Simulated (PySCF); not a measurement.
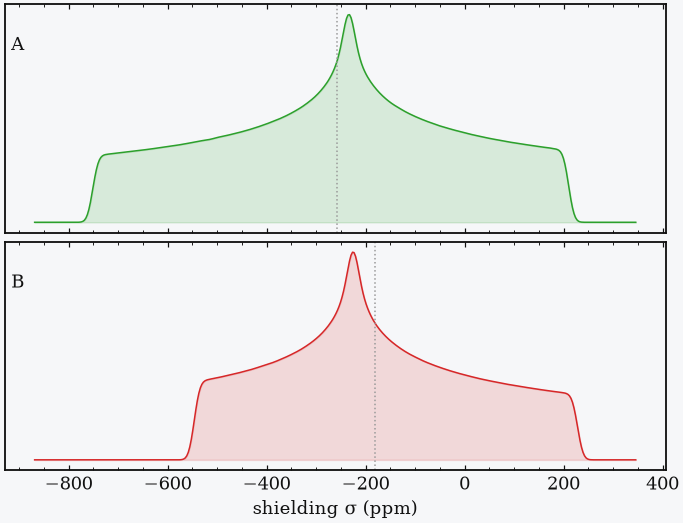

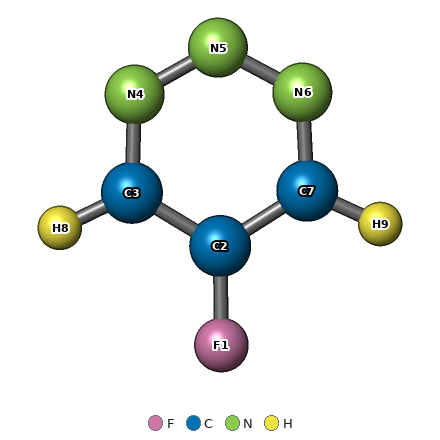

Static powder patterns (¹⁵N) from GIAO shielding tensors of C₃H₂FN₃, SMILES Fc1cnnnc1, PBE0/pcSseg-1 in PySCF, at a GFN2-xTB geometry (no frequency check); absolute shielding, one fixed geometry of the isolated molecule without any motion, no dipolar terms. The dotted line is the isotropic value; skew is 3(σiso − σ22)/span.

The panels belong to N5 and N6. Which is which?

panel A: N5, σ11, σ22, σ33 = −751, −234, 210 ppm, isotropic −258, span 962 ppm, skew −0.08; panel B: N6, σ11, σ22, σ33 = −546, −225, 228 ppm, isotropic −181, span 775 ppm, skew 0.17.

Known limits of this run: the tight-binding geometry is rougher than a DFT one and adds to the error.
